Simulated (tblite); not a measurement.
# C$_{7}$H$_{11}$ (charge +1): geometry relaxation

The run: geometry relaxation of C$_{7}$H$_{11}$, charge +1, SMILES [CH+]1C[C@H]2CC[C@@H]1C2. Method and program: GFN2-xTB geometry optimisation, gas phase (tblite 0.8.0).

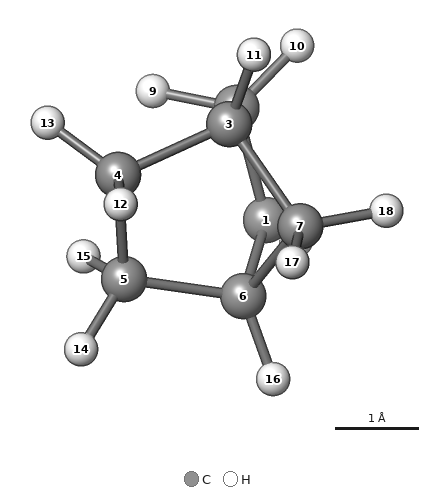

**Figure 1.** The structure as given in the input (ball-and-stick view, seen at a tilt; atoms are numbered from 1 in the order of the input).

Input file:
```
{"job": {"xc": "GFN2-xTB", "basis": "xTB", "kind": "relax"}, "charge": 1, "multiplicity": 1}
C      0.189800    -1.644000     0.542200
C      1.498800    -1.055800     0.076400
C      1.357100     0.421900     0.304500
C      0.552500     0.988800    -0.842200
C     -0.720300     0.157700    -0.726800
C     -0.711900    -0.444200     0.642700
C      0.279400     0.467300     1.377700
H     -0.039000    -2.679000     0.747000
H      1.523900    -1.242000    -1.011600
H      2.344600    -1.517700     0.606200
H      2.260800     0.940300     0.570400
H      0.254100     2.018500    -0.555500
H      1.032700     0.942700    -1.810300
H     -1.622700     0.684200    -1.013100
H     -0.569400    -0.704100    -1.431600
H     -1.650300    -0.587400     1.140100
H     -0.119700     1.483700     1.547100
H      0.615400    -0.047700     2.296600
```

The first line tells a small driver script what to run in tblite; the rest is the geometry in Å.

Machine: 1 CPU thread, shared host.

Command:
```bash
OMP_NUM_THREADS=1 python <driver script> task.json out
```

What the program printed:
```
step      E/eV     max force
  0    -546.70852    3.081
  1    -547.01272    1.088
  2    -547.10418    0.964
  3    -547.20961    0.638
  4    -547.26387    0.657
  5    -547.30999    0.538
  6    -547.33215    0.415
  7    -547.35460    0.447
  8    -547.38153    0.674
  9    -547.41702    0.658
 10    -547.45091    0.487
 11    -547.48727    0.521
 12    -547.53539    0.629
 13    -547.59915    0.928
 14    -547.66834    0.925
 15    -547.72747    0.543
 16    -547.76640    0.389
 17    -547.78200    0.424
 18    -547.79277    0.438
 19    -547.80222    0.237
 20    -547.81265    0.158
 21    -547.81684    0.184
 22    -547.82282    0.195
 23    -547.82755    0.138
 24    -547.83169    0.141
 25    -547.83449    0.116
 26    -547.83689    0.099
 27    -547.83914    0.094
 28    -547.84163    0.105
 29    -547.84439    0.135
 30    -547.84754    0.134
 31    -547.85096    0.132
 32    -547.85440    0.145
 33    -547.85813    0.139
 34    -547.86199    0.139
 35    -547.86615    0.170
 36    -547.87091    0.165
 37    -547.87515    0.140
 38    -547.87825    0.117
 39    -547.88011    0.108
 40    -547.88173    0.086
 41    -547.88356    0.079
 42    -547.88483    0.071
 43    -547.88579    0.070
 44    -547.88685    0.067
 45    -547.88813    0.079
 46    -547.88934    0.073
 47    -547.89011    0.049
 48    -547.89056    0.057
 49    -547.89095    0.056
 50    -547.89132    0.040
 51    -547.89158    0.028
 52    -547.89172    0.026
 53    -547.89178    0.019
 54    -547.89182    0.016
 55    -547.89185    0.010
 56    -547.89187    0.010
 57    -547.89189    0.011
 58    -547.89190    0.009
 59    -547.89192    0.010
 60    -547.89194    0.010
 61    -547.89196    0.012
 62    -547.89198    0.012
 63    -547.89201    0.012
 64    -547.89205    0.017
 65    -547.89211    0.021
 66    -547.89217    0.020
 67    -547.89222    0.011
 68    -547.89224    0.009
 69    -547.89225    0.007
 70    -547.89226    0.006
 71    -547.89226    0.004
 72    -547.89227    0.004
 73    -547.89227    0.003
```

Trajectory as extended XYZ (Å, eV, eV/Å), 12 frames, from step=0 to step=73:
```
18
Properties=species:S:1:pos:R:3:forces:R:3 step=0 energy=-546.70852
C     0.1898   -1.6440    0.5422    0.4040   2.6180  -0.8120
C     1.4988   -1.0558    0.0764   -1.0270  -1.5340   0.7430
C     1.3571    0.4219    0.3045   -0.1380   0.3190   0.4930
C     0.5525    0.9888   -0.8422   -0.7840   1.1770   0.2650
C    -0.7203    0.1577   -0.7268    0.5380  -1.1890  -2.7910
C    -0.7119   -0.4442    0.6427    0.7650  -1.5770   1.6520
C     0.2794    0.4673    1.3777    0.2560   0.0640   1.1590
H    -0.0390   -2.6790    0.7470    0.0180   0.0290  -0.2000
H     1.5239   -1.2420   -1.0116    0.5950  -0.5400   0.2880
H     2.3446   -1.5177    0.6062   -0.0730  -0.0290  -0.4810
H     2.2608    0.9403    0.5704    0.3830   0.1650  -0.1390
H     0.2541    2.0185   -0.5555    0.5990  -0.2530  -0.6600
H     1.0327    0.9427   -1.8103   -0.0210   0.1810  -0.0870
H    -1.6227    0.6842   -1.0131   -0.1470  -0.0130   0.2780
H    -0.5694   -0.7041   -1.4316   -0.8290   0.6870   0.0260
H    -1.6503   -0.5874    1.1401   -0.5100  -0.1640   0.0420
H    -0.1197    1.4837    1.5471    0.1390  -0.6830   0.2650
H     0.6154   -0.0477    2.2966   -0.1690   0.7420  -0.0420
18
Properties=species:S:1:pos:R:3:forces:R:3 step=6 energy=-547.33215
C     0.1834   -1.5727    0.5009    0.0990  -0.0960  -0.0900
C     1.4796   -1.0687    0.1044    0.0280  -0.1380  -0.0030
C     1.3518    0.4385    0.3297   -0.0550   0.0780   0.0300
C     0.5322    1.0028   -0.8416   -0.0310  -0.0560  -0.0790
C    -0.7062    0.1048   -0.7918   -0.0230   0.1070   0.0650
C    -0.7020   -0.4658    0.7102    0.1300  -0.0760  -0.0770
C     0.2898    0.4720    1.4353   -0.0280   0.1800   0.0220
H    -0.0385   -2.6166    0.6601   -0.1360  -0.1440  -0.3650
H     1.6260   -1.3463   -0.9503    0.1420  -0.0580  -0.0810
H     2.3394   -1.5547    0.5683   -0.0170   0.0170   0.2970
H     2.2878    0.9460    0.5342   -0.0060   0.0710  -0.0180
H     0.2983    2.0533   -0.6395   -0.0960  -0.2260  -0.0230
H     1.0392    0.9791   -1.8017    0.0970  -0.1760  -0.0280
H    -1.6321    0.6504   -0.9516   -0.1040   0.0050   0.1580
H    -0.6756   -0.7049   -1.5393   -0.0740   0.2740   0.2960
H    -1.6893   -0.6323    1.1340    0.1480  -0.0060  -0.0370
H    -0.1338    1.4514    1.6142   -0.0420   0.1610   0.0470
H     0.6260    0.0469    2.3845   -0.0310   0.0820  -0.1120
18
Properties=species:S:1:pos:R:3:forces:R:3 step=13 energy=-547.59915
C     0.1854   -1.5772    0.3715    0.0550   0.2010  -0.0020
C     1.5212   -1.0900    0.1266    0.1860   0.3920  -0.0490
C     1.3598    0.4451    0.3327   -0.0550   0.1720  -0.0860
C     0.5338    0.9471   -0.8684   -0.1200  -0.1030   0.0460
C    -0.7426    0.1258   -0.7423   -0.0450  -0.4090   0.3480
C    -0.6309   -0.4941    0.7920   -0.5380   0.3120  -0.6890
C     0.2977    0.5270    1.4348    0.0090  -0.2360   0.1330
H    -0.1366   -2.5954    0.2047   -0.0810   0.0920  -0.1970
H     1.8607   -1.4276   -0.8627    0.1180   0.2010  -0.0060
H     2.2796   -1.5258    0.7921   -0.2060   0.1160   0.1410
H     2.2806    1.0035    0.4898   -0.0480  -0.1570   0.0420
H     0.2752    2.0018   -0.7374    0.2780  -0.0880  -0.0540
H     1.0783    0.8206   -1.8052   -0.2450  -0.0270   0.0160
H    -1.6971    0.6812   -0.7180    0.5360  -0.1500   0.0100
H    -0.8345   -0.6404   -1.5149   -0.0540  -0.0030   0.0450
H    -1.6262   -0.6956    1.1462   -0.1550  -0.0060   0.4150
H    -0.1557    1.5020    1.6182    0.0890  -0.0700  -0.4170
H     0.6273    0.1753    2.4003    0.2770  -0.2360   0.3020
18
Properties=species:S:1:pos:R:3:forces:R:3 step=19 energy=-547.80222
C     0.1756   -1.5385    0.2630   -0.1140   0.0520  -0.0580
C     1.5443   -1.0641    0.1356    0.0110  -0.0120  -0.0490
C     1.3542    0.4551    0.3350    0.0980  -0.0830  -0.0500
C     0.5219    0.8947   -0.8718    0.1050   0.0360  -0.0130
C    -0.7464    0.0780   -0.6865   -0.0300   0.0070  -0.0350
C    -0.6456   -0.5046    0.8079    0.1140  -0.0420   0.2040
C     0.3027    0.5058    1.4457    0.0880   0.0070  -0.0240
H    -0.1860   -2.4925   -0.1028    0.0440   0.1080   0.0580
H     2.0249   -1.3924   -0.7919    0.0430   0.1430   0.0660
H     2.1698   -1.4561    0.9518   -0.1920  -0.0220  -0.0310
H     2.2704    1.0166    0.4846   -0.0080  -0.0120   0.0660
H     0.3165    1.9617   -0.8031   -0.0030   0.0350  -0.0560
H     1.0295    0.7038   -1.8135   -0.0310  -0.0290  -0.0680
H    -1.6439    0.6918   -0.5974   -0.0520  -0.0150  -0.1280
H    -0.9320   -0.6359   -1.4872   -0.0270  -0.1040  -0.0390
H    -1.6102   -0.7247    1.2472    0.0490  -0.0140   0.0580
H    -0.1368    1.4969    1.5207   -0.0430  -0.0310   0.1670
H     0.6668    0.1878    2.4226   -0.0510  -0.0240  -0.0680
18
Properties=species:S:1:pos:R:3:forces:R:3 step=26 energy=-547.83689
C     0.1549   -1.5015    0.2153   -0.0240  -0.0040  -0.0130
C     1.5396   -1.0467    0.1247   -0.0130  -0.0100  -0.0100
C     1.3620    0.4668    0.3293   -0.0120  -0.0400   0.0610
C     0.5271    0.8922   -0.8867    0.0430   0.0060   0.0730
C    -0.7367    0.0586   -0.6889    0.0070  -0.0030  -0.0180
C    -0.6394   -0.4904    0.8288    0.0190  -0.0480   0.0620
C     0.3181    0.5108    1.4506   -0.0320  -0.0060   0.0340
H    -0.1996   -2.4650   -0.1216   -0.0250   0.0610  -0.0270
H     2.0680   -1.3382   -0.7840   -0.0010  -0.0080   0.0320
H     2.0805   -1.4844    0.9758   -0.0220   0.0180  -0.0500
H     2.2818    1.0158    0.5050   -0.0540   0.0370  -0.0740
H     0.3195    1.9603   -0.8354   -0.0450  -0.0160  -0.0500
H     1.0198    0.6809   -1.8357    0.0090   0.0250   0.0740
H    -1.6459    0.6625   -0.6327   -0.0140  -0.0460  -0.0010
H    -0.9326   -0.6680   -1.4819    0.0750  -0.0400  -0.0170
H    -1.5855   -0.7258    1.2976   -0.0260   0.0590  -0.0300
H    -0.1389    1.4876    1.5820    0.0490   0.0570  -0.0120
H     0.6832    0.1680    2.4177    0.0660  -0.0400  -0.0350
18
Properties=species:S:1:pos:R:3:forces:R:3 step=33 energy=-547.85813
C     0.1110   -1.4503    0.1698   -0.0260   0.0140  -0.0840
C     1.5240   -1.0327    0.1191   -0.0140   0.0090   0.0270
C     1.3568    0.4773    0.3340   -0.0010   0.0480   0.0840
C     0.5205    0.8960   -0.8769    0.0590  -0.0230  -0.0280
C    -0.7096    0.0123   -0.6884    0.0550   0.0240  -0.0810
C    -0.6446   -0.4697    0.8680    0.0070   0.0020  -0.0120
C     0.3368    0.5126    1.4738   -0.0710  -0.0170   0.0080
H    -0.2441   -2.4179   -0.1501   -0.0470   0.0290  -0.0100
H     2.0835   -1.3051   -0.7724   -0.0860  -0.0460  -0.0970
H     2.0142   -1.5154    0.9696    0.0850   0.0470   0.0850
H     2.2665    1.0443    0.4821    0.0900  -0.0050   0.0400
H     0.2805    1.9578   -0.8726   -0.0510  -0.0180   0.1280
H     1.0467    0.6834   -1.8040   -0.0130  -0.0080  -0.1000
H    -1.6505    0.5712   -0.6717   -0.0060  -0.1030   0.0260
H    -0.8564   -0.7159   -1.4935   -0.0120  -0.0390  -0.0310
H    -1.6033   -0.6850    1.3184    0.0280   0.0430   0.0350
H    -0.0962    1.4954    1.6448    0.0380  -0.0100   0.0140
H     0.7401    0.1252    2.4100   -0.0330   0.0520  -0.0020
18
Properties=species:S:1:pos:R:3:forces:R:3 step=39 energy=-547.88011
C     0.0761   -1.4101    0.1445   -0.0110  -0.0290   0.0630
C     1.5154   -1.0285    0.1191   -0.0390  -0.0260   0.0240
C     1.3648    0.4808    0.3418   -0.0380   0.0160  -0.0670
C     0.5307    0.8995   -0.8722   -0.1000  -0.0220  -0.0330
C    -0.6690   -0.0333   -0.7139   -0.0110  -0.0450   0.0240
C    -0.6512   -0.4497    0.8930    0.0510   0.0070   0.0080
C     0.3438    0.5163    1.4857    0.0380   0.0590  -0.0390
H    -0.2884   -2.3813   -0.1482   -0.0140  -0.0360  -0.0040
H     2.0289   -1.3067   -0.7987    0.0410   0.0230   0.0070
H     2.0243   -1.5034    0.9613   -0.0110  -0.0590  -0.0160
H     2.2792    1.0457    0.4898   -0.0070  -0.0680   0.0320
H     0.2415    1.9475   -0.8308   -0.0020   0.0080   0.0220
H     1.0563    0.7186   -1.8097    0.0140   0.0790   0.0460
H    -1.6479    0.4598   -0.7030    0.0600  -0.0180   0.0330
H    -0.7968   -0.7570   -1.5308    0.0400   0.0570  -0.0460
H    -1.6212   -0.6328    1.3321    0.0480   0.0140   0.0140
H    -0.0615    1.5046    1.6849   -0.0290   0.0230  -0.0400
H     0.7510    0.1133    2.4150   -0.0300   0.0170  -0.0280
18
Properties=species:S:1:pos:R:3:forces:R:3 step=46 energy=-547.88934
C     0.0627   -1.4089    0.1479   -0.0040   0.0480  -0.0290
C     1.5084   -1.0365    0.1188    0.0070  -0.0080  -0.0050
C     1.3640    0.4748    0.3397    0.0430  -0.0190  -0.0530
C     0.5263    0.9043   -0.8681   -0.0120   0.0020   0.0130
C    -0.6508   -0.0597   -0.7262    0.0030  -0.0070  -0.0330
C    -0.6471   -0.4474    0.9086    0.0050  -0.0200  -0.0170
C     0.3433    0.5279    1.4788    0.0570   0.0020  -0.0060
H    -0.3099   -2.3810   -0.1344    0.0050  -0.0100   0.0200
H     2.0191   -1.3012   -0.8062   -0.0190  -0.0060   0.0330
H     2.0262   -1.5227    0.9492   -0.0310  -0.0090  -0.0100
H     2.2884    1.0181    0.4952    0.0070   0.0280  -0.0030
H     0.2123    1.9448   -0.7960    0.0060  -0.0240   0.0150
H     1.0601    0.7712   -1.8085   -0.0130   0.0030   0.0380
H    -1.6378    0.4116   -0.6976   -0.0150  -0.0010   0.0010
H    -0.7580   -0.7559   -1.5685   -0.0090   0.0230   0.0030
H    -1.6177   -0.6065    1.3518   -0.0140  -0.0320  -0.0140
H    -0.0596    1.5195    1.6655   -0.0310   0.0130  -0.0250
H     0.7461    0.1308    2.4098    0.0130   0.0170   0.0700
18
Properties=species:S:1:pos:R:3:forces:R:3 step=53 energy=-547.89178
C     0.0595   -1.4031    0.1359    0.0060  -0.0010   0.0170
C     1.5091   -1.0401    0.1185    0.0060   0.0020  -0.0050
C     1.3693    0.4710    0.3385    0.0020  -0.0030  -0.0080
C     0.5263    0.9038   -0.8645    0.0050   0.0040  -0.0020
C    -0.6461   -0.0661   -0.7307    0.0060  -0.0040  -0.0060
C    -0.6411   -0.4524    0.9159   -0.0090  -0.0060   0.0030
C     0.3471    0.5299    1.4775   -0.0020   0.0020  -0.0060
H    -0.3123   -2.3781   -0.1378   -0.0010   0.0000  -0.0020
H     2.0248   -1.3083   -0.8011   -0.0010   0.0010  -0.0070
H     2.0135   -1.5321    0.9530   -0.0080  -0.0010  -0.0010
H     2.2936    1.0166    0.4910   -0.0070   0.0060   0.0000
H     0.2075    1.9412   -0.7820    0.0050   0.0050   0.0030
H     1.0588    0.7816   -1.8057    0.0070  -0.0050   0.0000
H    -1.6348    0.4022   -0.6817    0.0050  -0.0020   0.0060
H    -0.7641   -0.7437   -1.5854   -0.0040   0.0030  -0.0050
H    -1.6131   -0.6153    1.3544   -0.0140  -0.0100   0.0090
H    -0.0670    1.5217    1.6427    0.0020   0.0070   0.0070
H     0.7449    0.1544    2.4214    0.0020   0.0020  -0.0030
18
Properties=species:S:1:pos:R:3:forces:R:3 step=59 energy=-547.89192
C     0.0588   -1.4017    0.1353   -0.0010   0.0050  -0.0010
C     1.5092   -1.0401    0.1184    0.0010   0.0050   0.0030
C     1.3692    0.4710    0.3380   -0.0020  -0.0010   0.0080
C     0.5269    0.9033   -0.8653    0.0090   0.0000   0.0040
C    -0.6444   -0.0681   -0.7327    0.0010  -0.0050   0.0050
C    -0.6417   -0.4537    0.9185    0.0020   0.0040   0.0030
C     0.3463    0.5306    1.4771   -0.0020  -0.0020   0.0010
H    -0.3127   -2.3765   -0.1397   -0.0010  -0.0020   0.0030
H     2.0247   -1.3089   -0.8013   -0.0030   0.0040   0.0000
H     2.0111   -1.5331    0.9536    0.0030   0.0010  -0.0020
H     2.2922    1.0188    0.4909   -0.0060  -0.0040   0.0010
H     0.2094    1.9410   -0.7816   -0.0040  -0.0010  -0.0070
H     1.0611    0.7809   -1.8054    0.0030  -0.0020  -0.0050
H    -1.6326    0.4003   -0.6772   -0.0020   0.0030   0.0040
H    -0.7663   -0.7421   -1.5892   -0.0030   0.0030  -0.0080
H    -1.6143   -0.6188    1.3563    0.0070   0.0030  -0.0010
H    -0.0668    1.5231    1.6431   -0.0020  -0.0070  -0.0030
H     0.7457    0.1571    2.4212   -0.0010  -0.0030  -0.0050
18
Properties=species:S:1:pos:R:3:forces:R:3 step=66 energy=-547.89217
C     0.0561   -1.3954    0.1291   -0.0020  -0.0070  -0.0070
C     1.5101   -1.0382    0.1206   -0.0080  -0.0050  -0.0050
C     1.3683    0.4718    0.3396   -0.0030   0.0090   0.0010
C     0.5309    0.8995   -0.8684   -0.0150  -0.0050  -0.0050
C    -0.6388   -0.0754   -0.7377   -0.0050   0.0100  -0.0160
C    -0.6405   -0.4573    0.9267    0.0030  -0.0100   0.0050
C     0.3441    0.5310    1.4777   -0.0080  -0.0020  -0.0010
H    -0.3142   -2.3713   -0.1446    0.0040   0.0040   0.0040
H     2.0260   -1.3045   -0.7992    0.0050   0.0010  -0.0030
H     2.0094   -1.5340    0.9554    0.0000   0.0020  -0.0020
H     2.2888    1.0219    0.4953    0.0170   0.0040   0.0010
H     0.2105    1.9373   -0.7937    0.0010  -0.0090   0.0020
H     1.0695    0.7727   -1.8061   -0.0010  -0.0030   0.0120
H    -1.6240    0.3982   -0.6565    0.0120  -0.0040   0.0050
H    -0.7812   -0.7305   -1.6054    0.0020   0.0010   0.0080
H    -1.6132   -0.6236    1.3631   -0.0030   0.0080  -0.0030
H    -0.0726    1.5222    1.6424    0.0050  -0.0010   0.0070
H     0.7466    0.1589    2.4215   -0.0050   0.0070  -0.0030
18
Properties=species:S:1:pos:R:3:forces:R:3 step=73 energy=-547.89227
C     0.0537   -1.3918    0.1252    0.0000  -0.0010   0.0000
C     1.5098   -1.0374    0.1206   -0.0010  -0.0030   0.0010
C     1.3679    0.4727    0.3404    0.0010  -0.0010   0.0000
C     0.5317    0.8977   -0.8696    0.0000   0.0000  -0.0010
C    -0.6353   -0.0801   -0.7422    0.0000   0.0010  -0.0020
C    -0.6398   -0.4594    0.9320    0.0000   0.0000   0.0000
C     0.3430    0.5314    1.4781    0.0000   0.0010   0.0010
H    -0.3157   -2.3686   -0.1458    0.0010   0.0000   0.0000
H     2.0265   -1.3022   -0.7993    0.0000   0.0020   0.0000
H     2.0078   -1.5346    0.9547    0.0000  -0.0010   0.0010
H     2.2889    1.0226    0.4965    0.0010   0.0010  -0.0010
H     0.2088    1.9346   -0.7974    0.0000   0.0000   0.0010
H     1.0744    0.7702   -1.8044    0.0000   0.0000   0.0000
H    -1.6189    0.3935   -0.6463    0.0010  -0.0010   0.0000
H    -0.7855   -0.7262   -1.6147   -0.0010   0.0000   0.0010
H    -1.6141   -0.6223    1.3657   -0.0010   0.0000  -0.0010
H    -0.0740    1.5222    1.6442   -0.0010   0.0030   0.0000
H     0.7467    0.1612    2.4221    0.0010  -0.0020   0.0010
```

Results in brief:

```json
{"quantity": "outcome", "value": "converged"}
{"quantity": "total energy", "value": "−547.8923 eV"}
{"quantity": "wall time", "value": "0.61 s"}
{"quantity": "peak memory", "value": "0.18 GiB"}
```
